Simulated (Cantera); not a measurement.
Charge: 1 mol Si2H6, 0.067 mol HCl, 850 mol H2, equilibrated at 13300 Pa.

These are equilibrium values from Cantera (NASA tables, ideal gas, pure condensed phases), not measurements of a reactor. Candidate condensed phases: Si; 19 gas species. The feed counts by its element totals alone. Gases not in the tables: Si2H6 and higher silanes. Rates play no part.

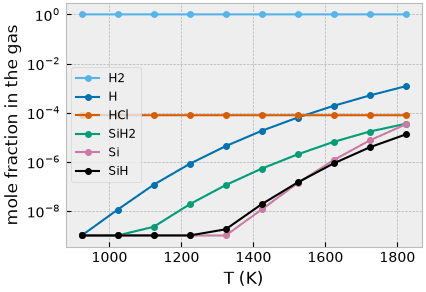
Figure: Equilibrium gas composition (values under 1e-9 drawn at 1e-9)

From 923 K to 1623 K the condensed part is Si(s). From 1723 K to 1823 K the condensed part is Si(l). The main Si-bearing gas is SiH3Cl at 923 K and SiH2 at 1823 K.
